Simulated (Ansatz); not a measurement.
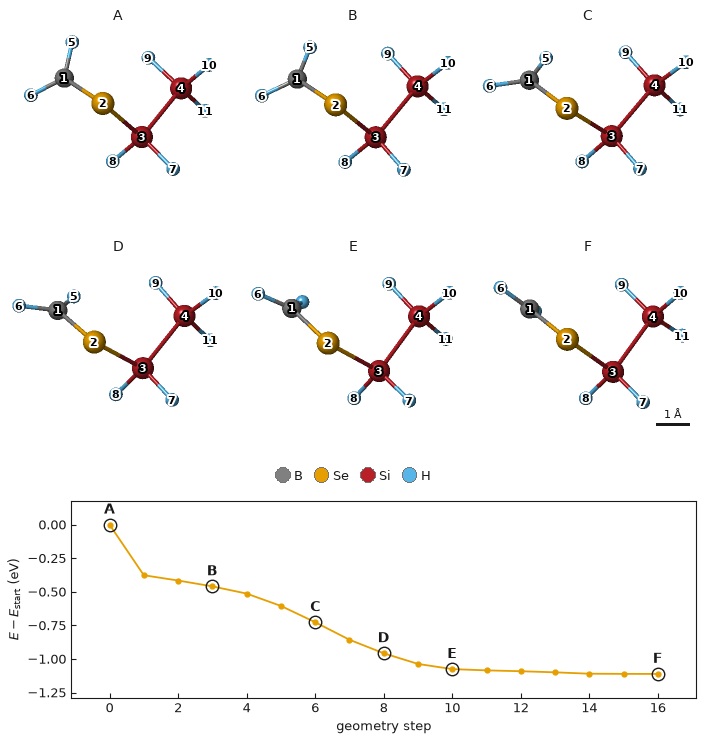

Frames of a relaxation of BSi₂H₇Se (coarse preliminary run), marked on the history of the run. Style: ball-and-stick. Shown at a tilt.

The start comes from a force field.

Theory: RKS PBE-D4/def2-SVP (Ansatz).

The input:
```yaml
crystal:
  periodic: [false, false, false]
  atoms:
    - {symbol: B, position_ang: [-0.643500, 1.982000, 0.828900]}
    - {symbol: Se, position_ang: [1.249900, 1.522100, 0.920600]}
    - {symbol: Si, position_ang: [0.701100, -0.686300, 0.708100]}
    - {symbol: Si, position_ang: [0.075600, -1.096600, -1.350300]}
    - {symbol: H, position_ang: [-1.191800, 2.218800, -0.251000]}
    - {symbol: H, position_ang: [-1.341600, 2.095500, 1.800700]}
    - {symbol: H, position_ang: [1.963700, -1.491200, 0.981900]}
    - {symbol: H, position_ang: [-0.268800, -1.027200, 1.690700]}
    - {symbol: H, position_ang: [-1.202900, -0.293900, -1.564400]}
    - {symbol: H, position_ang: [1.048200, -0.742800, -2.292200]}
    - {symbol: H, position_ang: [-0.324400, -2.537300, -1.452400]}
basis:
  gaussian: {orbitals: def2-SVP}
hamiltonian: {xc: pbe, dispersion: d4}
relax: {f_tol: 0.03, max_steps: 200}
```

Run as
```bash
ansatz run in.yaml --threads 4 --pin off --events-out ev --progress --plain --max-ram 10444MiB
```

Describe the path.

The atom that moves furthest after the best rigid fit is H6 (1.47 Å). By element the largest moves are H 1.47 Å, Se 0.25 Å, B 0.14 Å, Si 0.13 Å. Some distances before and after: Si3–Si4 2.190 → 2.350 Å, Si4–H10 1.399 → 1.505 Å, Si3–H8 1.422 → 1.504 Å, Se2–Si3 2.285 → 2.334 Å. Among the angles between lasting bonds that change: B1–Se2–Si3 89.4° → 97.5°, Se2–B1–H6 123.2° → 116.0°, H5–B1–H6 115.6° → 122.5°. Groups turn about B1–Se2 by about 90°. Over 16 geometry steps the energy falls by 1.112 eV. Largest force component: 2.7 eV/Å at the start, 0.019 eV/Å at the end. Cost: 21 s on 4 threads of Arm Neoverse V2, on a shared host. From step 0 to 3: H atoms move most (0.22 Å), energy −0.460 eV. From step 3 to 6: H6 moves most (0.48 Å), energy −0.267 eV. From step 6 to 8: H6 moves most (0.39 Å), energy −0.231 eV. From step 8 to 10: H6 moves most (0.40 Å), energy −0.118 eV. From step 10 to 16: H5 moves most (0.31 Å), energy −0.036 eV.

```json
{"step": "0", "E − E(0), eV": "0.0000", "largest force component, eV/Å": "2.7101"}
{"step": "1", "E − E(0), eV": "-0.3767", "largest force component, eV/Å": "0.7423"}
{"step": "2", "E − E(0), eV": "-0.4161", "largest force component, eV/Å": "0.2600"}
{"step": "3", "E − E(0), eV": "-0.4595", "largest force component, eV/Å": "0.1777"}
{"step": "4", "E − E(0), eV": "-0.5135", "largest force component, eV/Å": "0.2376"}
{"step": "5", "E − E(0), eV": "-0.6052", "largest force component, eV/Å": "0.3061"}
{"step": "6", "E − E(0), eV": "-0.7265", "largest force component, eV/Å": "0.3983"}
{"step": "7", "E − E(0), eV": "-0.8569", "largest force component, eV/Å": "0.4250"}
{"step": "8", "E − E(0), eV": "-0.9578", "largest force component, eV/Å": "0.4007"}
{"step": "9", "E − E(0), eV": "-1.0371", "largest force component, eV/Å": "0.2643"}
{"step": "10", "E − E(0), eV": "-1.0756", "largest force component, eV/Å": "0.2526"}
{"step": "11", "E − E(0), eV": "-1.0850", "largest force component, eV/Å": "0.4207"}
{"step": "12", "E − E(0), eV": "-1.0914", "largest force component, eV/Å": "0.8351"}
{"step": "13", "E − E(0), eV": "-1.0996", "largest force component, eV/Å": "0.3095"}
{"step": "14", "E − E(0), eV": "-1.1099", "largest force component, eV/Å": "0.0468"}
{"step": "15", "E − E(0), eV": "-1.1111", "largest force component, eV/Å": "0.0177"}
{"step": "16", "E − E(0), eV": "-1.1116", "largest force component, eV/Å": "0.0191"}
```
